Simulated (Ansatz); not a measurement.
# Pt(111) with 4 thermally displaced layers, 2x2: scattering by thermal displacements, part 2 of 2

How much do lattice vibrations at 500 K scatter the electrons of Pt? Layers with random displacements are laid between perfect leads, and the resistance is followed against their length.

Ansatz 0.2.0; Ansatz plane-wave DFT, PBE, PAW files; ballistic transport by layer matching (Landauer), zero bias; PAW set soft_1.

So far, open channels per spin nearest the Fermi level: step 2 (with 4 displaced layers) 6.89.

**3. With 8 displaced layers**

System of this step: Pt(111) with 8 thermally displaced layers, 2x2. The cell holds 56 atoms: 56 Pt. Its edges and angles: a = 5.546 Å, b = 5.546 Å, c = 31.740 Å, α = 87.5°, β = 92.5°, γ = 120.0°. It derives from Pt. Regions: lead, 24 atoms (24 Pt); scattering region, 32 atoms (32 Pt). The structure is stacked along c, and the current runs across the ab planes.

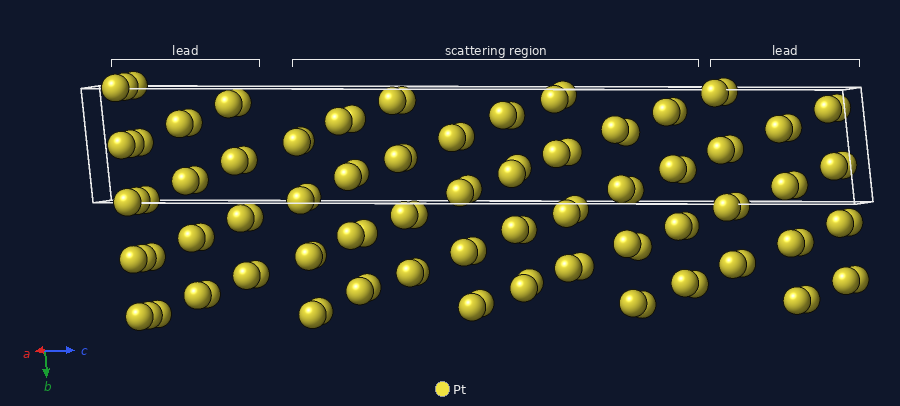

The cell of this step (platinum yellow). 1×2×1 cells are drawn. Some periodic images of atoms are drawn too.

input.yaml reads:

```yaml
crystal:
  lattice:
    - [5.5462627489, 0.0, 0.0]
    - [-2.7731313745, 4.8032044366, 0.0]
    - [-1.3865656872, 0.8005340728, 31.6995319999]
  atoms:
    - { symbol: Pt, position: [0.005952381, 0.994047619, 0.0357142857] }
    - { symbol: Pt, position: [0.005952381, 0.494047619, 0.0357142857] }
    - { symbol: Pt, position: [0.505952381, 0.994047619, 0.0357142857] }
    - { symbol: Pt, position: [0.505952381, 0.494047619, 0.0357142857] }
    - { symbol: Pt, position: [0.1845238095, 0.3154761905, 0.1071428571] }
    - { symbol: Pt, position: [0.1845238095, 0.8154761905, 0.1071428571] }
    - { symbol: Pt, position: [0.6845238095, 0.3154761905, 0.1071428571] }
    - { symbol: Pt, position: [0.6845238095, 0.8154761905, 0.1071428571] }
    - { symbol: Pt, position: [0.3630952381, 0.1369047619, 0.1785714286] }
    - { symbol: Pt, position: [0.3630952381, 0.6369047619, 0.1785714286] }
    - { symbol: Pt, position: [0.8630952381, 0.1369047619, 0.1785714286] }
    - { symbol: Pt, position: [0.8630952381, 0.6369047619, 0.1785714286] }
    - { symbol: Pt, position: [0.0410792974, 0.9677628446, 0.2490320075] }
    - { symbol: Pt, position: [0.0560564103, 0.4750271743, 0.248614356] }
    - { symbol: Pt, position: [0.5736757158, 0.9851326276, 0.2527479079] }
    - { symbol: Pt, position: [0.5688037756, 0.4758100236, 0.2557414289] }
    - { symbol: Pt, position: [0.2232168089, 0.2795409517, 0.3229644498] }
    - { symbol: Pt, position: [0.1935929516, 0.7540323899, 0.3191824422] }
    - { symbol: Pt, position: [0.7289839772, 0.288364483, 0.3175160669] }
    - { symbol: Pt, position: [0.6900876464, 0.7745283956, 0.3209496651] }
    - { symbol: Pt, position: [0.4042566755, 0.111952344, 0.3959865027] }
    - { symbol: Pt, position: [0.4068540209, 0.6119525629, 0.3900680926] }
    - { symbol: Pt, position: [0.8839555716, 0.1048787711, 0.3945497797] }
    - { symbol: Pt, position: [0.9146939234, 0.6108197182, 0.3948541265] }
    - { symbol: Pt, position: [0.07413218, 0.8934820936, 0.4624160813] }
    - { symbol: Pt, position: [0.0883781162, 0.433288955, 0.4604350065] }
    - { symbol: Pt, position: [0.5906686355, 0.9153423538, 0.4636938194] }
    - { symbol: Pt, position: [0.5870576102, 0.435826252, 0.460636126] }
    - { symbol: Pt, position: [0.2706830054, 0.2456738319, 0.5337513253] }
    - { symbol: Pt, position: [0.2333024555, 0.7075856296, 0.5340650547] }
    - { symbol: Pt, position: [0.75250245, 0.2322699977, 0.5348789653] }
    - { symbol: Pt, position: [0.7546559995, 0.7444275514, 0.538313448] }
    - { symbol: Pt, position: [0.4322054598, 0.0608783519, 0.6085145758] }
    - { symbol: Pt, position: [0.4620865796, 0.5594980337, 0.6084489294] }
    - { symbol: Pt, position: [0.9231525694, 0.0878097182, 0.608822049] }
    - { symbol: Pt, position: [0.9529839042, 0.5649261861, 0.6044872139] }
    - { symbol: Pt, position: [0.131956707, 0.8999372205, 0.6763634197] }
    - { symbol: Pt, position: [0.0953580308, 0.3945259624, 0.6781349602] }
    - { symbol: Pt, position: [0.6457294387, 0.8768056092, 0.6772253873] }
    - { symbol: Pt, position: [0.5971135867, 0.3592979032, 0.6763072718] }
    - { symbol: Pt, position: [0.314238264, 0.2063835258, 0.7484506723] }
    - { symbol: Pt, position: [0.2783115127, 0.7178099697, 0.7516764266] }
    - { symbol: Pt, position: [0.7922584554, 0.2016624396, 0.7507780858] }
    - { symbol: Pt, position: [0.7917631352, 0.6966257284, 0.7515848374] }
    - { symbol: Pt, position: [0.4702380952, 0.0297619048, 0.8214285714] }
    - { symbol: Pt, position: [0.4702380952, 0.5297619048, 0.8214285714] }
    - { symbol: Pt, position: [0.9702380952, 0.0297619048, 0.8214285714] }
    - { symbol: Pt, position: [0.9702380952, 0.5297619048, 0.8214285714] }
    - { symbol: Pt, position: [0.1488095238, 0.8511904762, 0.8928571429] }
    - { symbol: Pt, position: [0.1488095238, 0.3511904762, 0.8928571429] }
    - { symbol: Pt, position: [0.6488095238, 0.8511904762, 0.8928571429] }
    - { symbol: Pt, position: [0.6488095238, 0.3511904762, 0.8928571429] }
    - { symbol: Pt, position: [0.3273809524, 0.1726190476, 0.9642857143] }
    - { symbol: Pt, position: [0.3273809524, 0.6726190476, 0.9642857143] }
    - { symbol: Pt, position: [0.8273809524, 0.1726190476, 0.9642857143] }
    - { symbol: Pt, position: [0.8273809524, 0.6726190476, 0.9642857143] }
kpoints:
  mp_grid: { grid: [5, 5, 1] }
hamiltonian:
  xc: pbe
  pseudopotentials: { kind: paw, azcp: { folder: soft_1 } }
scf:
  occupations: { method: fermi_dirac, width: 0.1 }
output:
  transmission:
    leads: [[0, 4]]
    kmesh: [10, 10]
    e_range: [-0.05, 0.05]
    de: 0.05
  write_potential: true
  write_density: true
  volumetric_format: npy
```

Run with:

```
> ansatz run input.yaml --threads 4 --pin off --max-ram 15360MiB --backend cpu --events-out ev --progress --plain --runs-dir out
```

Numbers of over 12 decimals in the logs are rounded to 6 here.

The log of the run:

```text
[...]
Crystal: 56 atoms, lattice volume = 844.470 Å³
Basis set: ecut = 420 eV, 16521 PW (Γ)
Bands: 605, of which v1, the nominal top of the filled ones, is band 504 counted from 1 (503 counted from 0)
Symmetry: 1 space group operations
[...]
k-points: 13 of 25 (time reversal used)
[...]
SCF iter   1: F=—  HF=-701398.420681 eV  |F-HF|=—  |Δ(HF+E_count)|=         —  Δρ=8.54e-2  dr2=6.00e1  ethr=3.10e-3  ⟨swp⟩=4.2  Hψ=22978  notcnv=0  defer=364
[...]
SCF iter   9: F=-701380.208516 eV  HF=-701380.208516 eV  |F-HF|=5.98e-8  |Δ(HF+E_count)|=   5.70e-8  Δρ=1.39e-6  dr2=6.69e-8  ethr=9.92e-12  ⟨swp⟩=8.0  Hψ=24719  notcnv=0
SCF 1 converged in 9 iterations: F = -701380.208516 eV  dr2 = 6.69e-8
[...]
transmission: 303 of 3016 steps passed
transmission: 605 of 3016 steps passed
[...]
transmission: 3016 of 3016 steps passed
SCF converged after 9 iterations
Free energy (F): -701380.208516 eV
[...]
Internal energy: -701377.096688 eV  (E = F + TS)
E sigma→0 (E₀):  -701378.652602 eV
Entropy (-TS):   -3.111828 eV (-55.568 meV/atom)
Fermi energy:    23.437535 eV
[...]
--- Band table (eV; the first three rows and the last of 13) ---
  k-point 0: bands = [... 500 lower, 23.6162, 23.6180, 23.6422, 23.6447, 23.6638, 23.6800, 23.6820, 23.7038, ... 97 higher]
  k-point 1: bands = [... 500 lower, 23.4229, 23.4358, 23.4483, 23.4597, 23.4834, 23.4925, 23.5220, 23.5300, ... 97 higher]
  k-point 2: bands = [... 500 lower, 23.4138, 23.4455, 23.4506, 23.4748, 23.4819, 23.5002, 23.5211, 23.5381, ... 97 higher]
  k-point 12: bands = [... 500 lower, 23.3310, 23.3701, 23.3842, 23.4005, 23.4225, 23.4328, 23.4592, 23.4839, ... 97 higher]
--- Transmission ---
  basis      : 241 plane waves across, 58 finite elements along
  points     : 52, standing for a mesh of 10 x 10
[...]
channels       : 6.890000e0 a spin
[...]
junction   : crystal 0 to crystal 0, 0.70 to 30.13 Å
    transmission   : 4.278798e0 a spin
[...]
```

Elapsed: 18 min, on 4 threads of Arm Neoverse V1, shared host; peak memory 9.5 GiB; 66 min of CPU time.

Numbers from this step:

```
free energy                                   : -701380.2085 eV
energy at zero smearing                       : -701378.6526 eV
Fermi energy                                  : 23.44 eV
transmission per spin nearest the Fermi level : 4.279
step of the lead's potential                  : 6.1 meV
```

Per spin. Table of transmission, zone mean by energy, zero at the Fermi level:

```
energy (eV)  transmission, zone mean
    -0.0500                     4.47
     0.0000                     4.28
     0.0500                     4.11
```

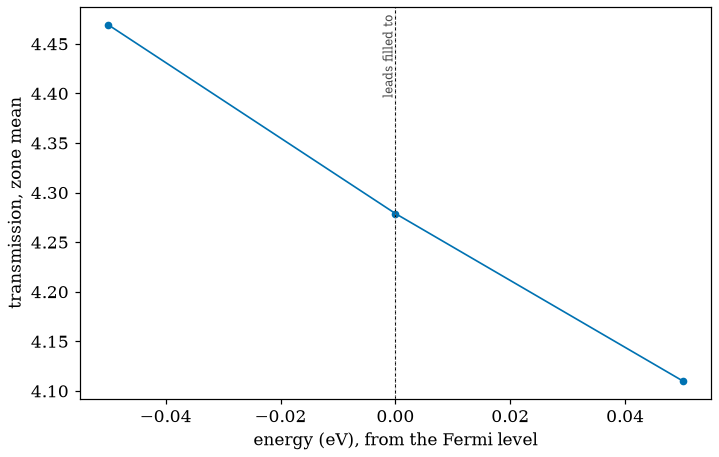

Transmission, zone mean against energy.

Over the solved energies the transmission per spin lies between 4.11 and 4.47, out of 6.75 channels of the lead on average (up to 7.16).

**4. With 12 displaced layers**

System of this step: Pt(111) with 12 thermally displaced layers, 2x2. The cell holds 72 atoms: 72 Pt. Cell: a = 5.546 Å, b = 5.546 Å, c = 40.757 Å, α = 90.0°, β = 90.0°, γ = 120.0°. It derives from Pt. Regions: lead, 24 atoms (24 Pt); scattering region, 48 atoms (48 Pt). The structure is stacked along c, and the current runs across the ab planes.

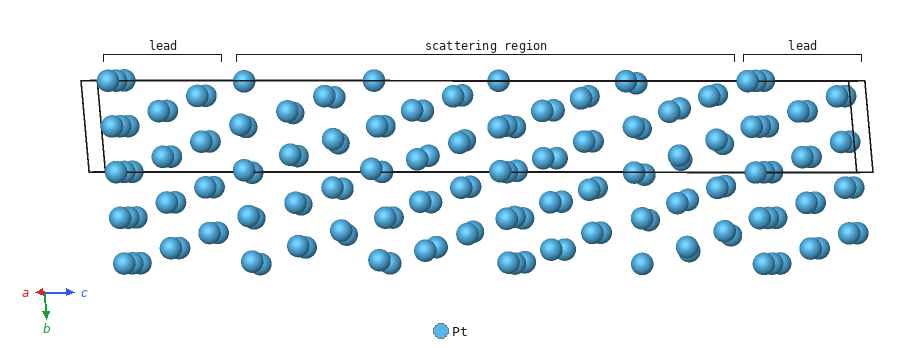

The cell of this step (platinum blue). 1×2×1 cells are drawn. Some periodic images of atoms are drawn too.

input.yaml reads:

```yaml
crystal:
  lattice:
    - [5.5462627489, 0.0, 0.0]
    - [-2.7731313745, 4.8032044366, 0.0]
    - [0.0, 0.0, 40.7565411427]
  atoms:
    - { symbol: Pt, position: [0.0, 0.0, 0.0277777778] }
    - { symbol: Pt, position: [0.0, 0.5, 0.0277777778] }
    - { symbol: Pt, position: [0.5, 0.0, 0.0277777778] }
    - { symbol: Pt, position: [0.5, 0.5, 0.0277777778] }
    - { symbol: Pt, position: [0.1666666667, 0.3333333333, 0.0833333333] }
    - { symbol: Pt, position: [0.1666666667, 0.8333333333, 0.0833333333] }
    - { symbol: Pt, position: [0.6666666667, 0.3333333333, 0.0833333333] }
    - { symbol: Pt, position: [0.6666666667, 0.8333333333, 0.0833333333] }
    - { symbol: Pt, position: [0.3333333333, 0.1666666667, 0.1388888889] }
    - { symbol: Pt, position: [0.3333333333, 0.6666666667, 0.1388888889] }
    - { symbol: Pt, position: [0.8333333333, 0.1666666667, 0.1388888889] }
    - { symbol: Pt, position: [0.8333333333, 0.6666666667, 0.1388888889] }
    - { symbol: Pt, position: [0.9583786446, 0.9783356541, 0.193842477] }
    - { symbol: Pt, position: [0.988636938, 0.4804323021, 0.1950955426] }
    - { symbol: Pt, position: [0.5191547674, 0.00758068, 0.1948891685] }
    - { symbol: Pt, position: [0.515453797, 0.5067974462, 0.1921817296] }
    - { symbol: Pt, position: [0.1745698571, 0.355036369, 0.2477469875] }
    - { symbol: Pt, position: [0.1643034471, 0.8267934221, 0.2482213141] }
    - { symbol: Pt, position: [0.6527927113, 0.335031172, 0.2506246119] }
    - { symbol: Pt, position: [0.659012802, 0.8090300155, 0.2494280921] }
    - { symbol: Pt, position: [0.3463216924, 0.1825794369, 0.3068875895] }
    - { symbol: Pt, position: [0.3546572871, 0.6851059811, 0.307187494] }
    - { symbol: Pt, position: [0.8219557202, 0.1676421444, 0.304143045] }
    - { symbol: Pt, position: [0.7845456259, 0.6384163633, 0.3096930674] }
    - { symbol: Pt, position: [0.9648964257, 0.9623175034, 0.3599527015] }
    - { symbol: Pt, position: [0.0217501732, 0.4992444065, 0.3619194] }
    - { symbol: Pt, position: [0.4953661077, 0.9986011897, 0.363619955] }
    - { symbol: Pt, position: [0.5108609217, 0.4985503907, 0.362877139] }
    - { symbol: Pt, position: [0.180463884, 0.3296498625, 0.4172014217] }
    - { symbol: Pt, position: [0.1647495219, 0.8221014392, 0.4189462085] }
    - { symbol: Pt, position: [0.6590295799, 0.3229220607, 0.4133474251] }
    - { symbol: Pt, position: [0.6610673511, 0.85897076, 0.414408548] }
    - { symbol: Pt, position: [0.3365002695, 0.1604961304, 0.4732350069] }
    - { symbol: Pt, position: [0.3355764013, 0.6536198338, 0.4716441266] }
    - { symbol: Pt, position: [0.8357420585, 0.1685918433, 0.4721657529] }
    - { symbol: Pt, position: [0.8340628676, 0.6772449954, 0.4748310009] }
    - { symbol: Pt, position: [0.0016474199, 0.9875606521, 0.5285620316] }
    - { symbol: Pt, position: [0.0047686171, 0.5077584823, 0.5314318505] }
    - { symbol: Pt, position: [0.4967892366, 0.9998066892, 0.5260216382] }
    - { symbol: Pt, position: [0.4910115423, 0.4904344262, 0.5309465574] }
    - { symbol: Pt, position: [0.1662849958, 0.3237212451, 0.5871550245] }
    - { symbol: Pt, position: [0.1545729825, 0.8478083504, 0.5853462038] }
    - { symbol: Pt, position: [0.6728259385, 0.328944211, 0.5830770413] }
    - { symbol: Pt, position: [0.668273342, 0.8465446958, 0.5787204463] }
    - { symbol: Pt, position: [0.3271690054, 0.1692203566, 0.6377377771] }
    - { symbol: Pt, position: [0.3048375648, 0.6625855015, 0.6373931332] }
    - { symbol: Pt, position: [0.8567242059, 0.1901524968, 0.63902631] }
    - { symbol: Pt, position: [0.8035332925, 0.6633693249, 0.6370584735] }
    - { symbol: Pt, position: [0.0241407534, 0.0284279236, 0.6950731707] }
    - { symbol: Pt, position: [0.0423506079, 0.5254547743, 0.6958240575] }
    - { symbol: Pt, position: [0.4892343823, 0.0035107298, 0.6917919185] }
    - { symbol: Pt, position: [0.5187582769, 0.504012323, 0.6974132432] }
    - { symbol: Pt, position: [0.1576211548, 0.3030092645, 0.7515601453] }
    - { symbol: Pt, position: [0.1975093895, 0.8637403724, 0.7483643316] }
    - { symbol: Pt, position: [0.6571576561, 0.3368948299, 0.7482004855] }
    - { symbol: Pt, position: [0.640733668, 0.8173232824, 0.7554066739] }
    - { symbol: Pt, position: [0.3185767383, 0.1516914036, 0.8048983683] }
    - { symbol: Pt, position: [0.3467139203, 0.690150916, 0.8076354416] }
    - { symbol: Pt, position: [0.8475555689, 0.1691400436, 0.8060687044] }
    - { symbol: Pt, position: [0.8137284653, 0.6430657635, 0.8097929557] }
    - { symbol: Pt, position: [0.0, 0.0, 0.8611111111] }
    - { symbol: Pt, position: [0.0, 0.5, 0.8611111111] }
    - { symbol: Pt, position: [0.5, 0.0, 0.8611111111] }
    - { symbol: Pt, position: [0.5, 0.5, 0.8611111111] }
    - { symbol: Pt, position: [0.1666666667, 0.3333333333, 0.9166666667] }
    - { symbol: Pt, position: [0.1666666667, 0.8333333333, 0.9166666667] }
    - { symbol: Pt, position: [0.6666666667, 0.3333333333, 0.9166666667] }
    - { symbol: Pt, position: [0.6666666667, 0.8333333333, 0.9166666667] }
    - { symbol: Pt, position: [0.3333333333, 0.1666666667, 0.9722222222] }
    - { symbol: Pt, position: [0.3333333333, 0.6666666667, 0.9722222222] }
    - { symbol: Pt, position: [0.8333333333, 0.1666666667, 0.9722222222] }
    - { symbol: Pt, position: [0.8333333333, 0.6666666667, 0.9722222222] }
kpoints:
  mp_grid: { grid: [5, 5, 1] }
hamiltonian:
  xc: pbe
  pseudopotentials: { kind: paw, azcp: { folder: soft_1 } }
scf:
  occupations: { method: fermi_dirac, width: 0.1 }
output:
  transmission:
    leads: [[0, 4]]
    kmesh: [10, 10]
    e_range: [-0.05, 0.05]
    de: 0.05
  write_potential: true
  write_density: true
  volumetric_format: npy
```

The log of the run:

```text
[...]
Crystal: 72 atoms, lattice volume = 1085.747 Å³
Basis set: ecut = 420 eV, 21305 PW (Γ)
Bands: 778, of which v1, the nominal top of the filled ones, is band 648 counted from 1 (647 counted from 0)
Symmetry: 1 space group operations
[...]
k-points: 13 of 25 (time reversal used)
[...]
SCF iter   1: F=—  HF=-901796.151622 eV  |F-HF|=—  |Δ(HF+E_count)|=         —  Δρ=8.56e-2  dr2=7.62e1  ethr=3.10e-3  ⟨swp⟩=4.4  Hψ=29615  notcnv=0  defer=483
[...]
SCF iter   9: F=-901772.750689 eV  HF=-901772.750689 eV  |F-HF|=4.73e-8  |Δ(HF+E_count)|=   4.87e-8  Δρ=1.42e-6  dr2=5.81e-8  ethr=7.72e-12  ⟨swp⟩=8.1  Hψ=32321  notcnv=0
SCF 1 converged in 9 iterations: F = -901772.750689 eV  dr2 = 5.81e-8
[...]
transmission: 391 of 3900 steps passed
transmission: 781 of 3900 steps passed
[...]
transmission: 3900 of 3900 steps passed
SCF converged after 9 iterations
Free energy (F): -901772.750689 eV
[...]
Internal energy: -901768.750584 eV  (E = F + TS)
E sigma→0 (E₀):  -901770.750637 eV
Entropy (-TS):   -4.000105 eV (-55.557 meV/atom)
Fermi energy:    23.444203 eV
[...]
--- Band table (eV; the first three rows and the last of 13) ---
  k-point 0: bands = [... 644 lower, 23.6214, 23.6223, 23.6391, 23.6471, 23.6523, 23.6682, 23.6701, 23.6906, ... 126 higher]
  k-point 1: bands = [... 644 lower, 23.4367, 23.4438, 23.4557, 23.4677, 23.4907, 23.4936, 23.5202, 23.5380, ... 126 higher]
  k-point 2: bands = [... 644 lower, 23.4210, 23.4467, 23.4733, 23.4852, 23.5098, 23.5195, 23.5256, 23.5364, ... 126 higher]
  k-point 12: bands = [... 644 lower, 23.3655, 23.3949, 23.4164, 23.4286, 23.4377, 23.4422, 23.4546, 23.4655, ... 126 higher]
--- Transmission ---
  basis      : 241 plane waves across, 75 finite elements along
  points     : 52, standing for a mesh of 10 x 10
[...]
channels       : 6.890000e0 a spin
[...]
junction   : crystal 0 to crystal 0, 0.70 to 39.19 Å
    transmission   : 3.304132e0 a spin
[...]
```

Elapsed: 29 min, on 4 threads; peak memory 8.4 GiB.

Numbers from this step:

```yaml
free_energy: -901772.7507 eV
energy_at_zero_smearing: -901770.7506 eV
transmission_per_spin_nearest_the_fermi_level: 3.304
step_of_the_lead_s_potential: 16.4 meV
```

Per spin. The transmission, zone mean by energy, zero at the Fermi level:

```
energy (eV)  transmission, zone mean
    -0.0500                     3.40
     0.0000                     3.30
     0.0500                     3.28
```

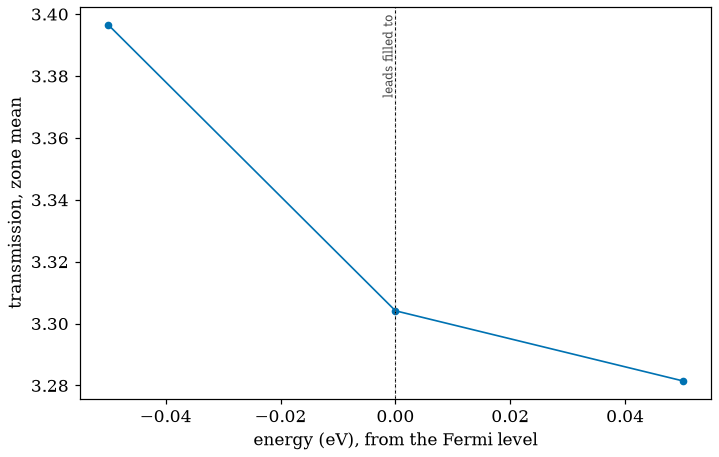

Transmission, zone mean against energy.

Over the solved energies the transmission per spin lies between 3.28 and 3.40, out of 6.71 channels of the lead on average (up to 7.04).

**5. Resistance against length**

This step: Ansatz plane-wave DFT, PBE, PAW files; ballistic transport by layer matching (Landauer), zero bias; resistivity from the slope of the area resistance; PAW set soft_1 (Ansatz 0.2.0).

Numbers from this step:

| Item | Value |
| --- | --- |
| resistivity | 20.37 µΩ cm |
| intercept | -0.04675 fΩ m² |
| scatter about the fit | 0.02057 fΩ m² |

Resistance, by row:

```
run  length (Å)      T  channels N  RA (fΩ m²)
 n4       9.057  5.199       6.753      0.1523
 n8       18.11  4.286       6.753      0.2931
n12       27.17  3.327       6.713      0.5212
```

Area resistance against length of the displaced region:

| length of the displaced region (Å) | area resistance (fΩ m²) |
| --- | --- |
| 9.06 | 0.152 |
| 18.11 | 0.293 |
| 27.17 | 0.521 |

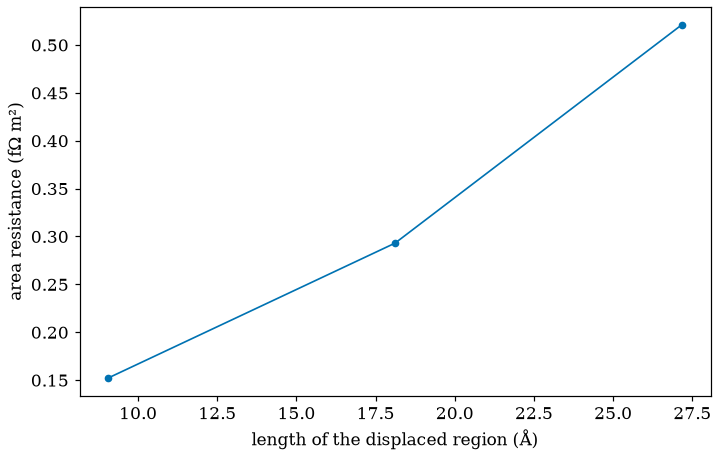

Area resistance against length of the displaced region.

The area resistance goes from 0.15 to 0.52 fΩ m² between 9.1 and 27.2 Å, a slope of 20 µΩ cm.

By hand from the end points: (0.5212 − 0.1523) fΩ m² / (27.17 − 9.06) Å = 20 µΩ cm, since 1 fΩ m² per Å is 1000 µΩ cm.

**6. Summary of results**

```json
{
 "resistivity from the slope": "20.4 µΩ cm",
 "area resistance over 9.06 Å": "0.152 fΩ m²",
 "area resistance over 18.1 Å": "0.293 fΩ m²",
 "area resistance over 27.2 Å": "0.521 fΩ m²"
}
```

What this shows: The slope gives 20 µΩ cm. The points scatter by 0.021 fΩ m² about the line, with one random draw a length in a 2x2 cell, so the slope is a rough value. The mean square of the displacements drawn is 0.78, 0.91 and 1.0 of the nominal one at the three lengths; with each resistance scaled back by that, the slope is 17 µΩ cm, the value used below. Read with a model of isotropic scattering on a spherical Fermi surface and the lead's 2.0×10¹⁵ S/m², this slope means a mean free path near 23 Å; over these lengths the model's slope is 1.03 times its bulk resistivity, which would be 17 µΩ cm. Uncorrelated displacements put too much weight on short waves, which scatter strongly; with the sideways repeat of a small cell, one draw and three short lengths, the method is good to a factor of two or three. The measured value is 18.3 µΩ cm (CRC Handbook of Chemistry and Physics, 84th ed., 2003, Electrical Resistivity of Pure Metals); the scaled slope is 0.95 times that and the corrected value 0.92: fair for so small a cell. Spin-orbit coupling is left out, which matters for Pt.

[Logs are printed without paths, hosts, clocks, repeated set-up lines and the standing remarks that a program may print on its own settings, such as how far it seeks lower states.]

[Hosts, paths, dates, database ids (printed as entryN), source tags and the programs' standing remarks are cut or masked in the printed files.]
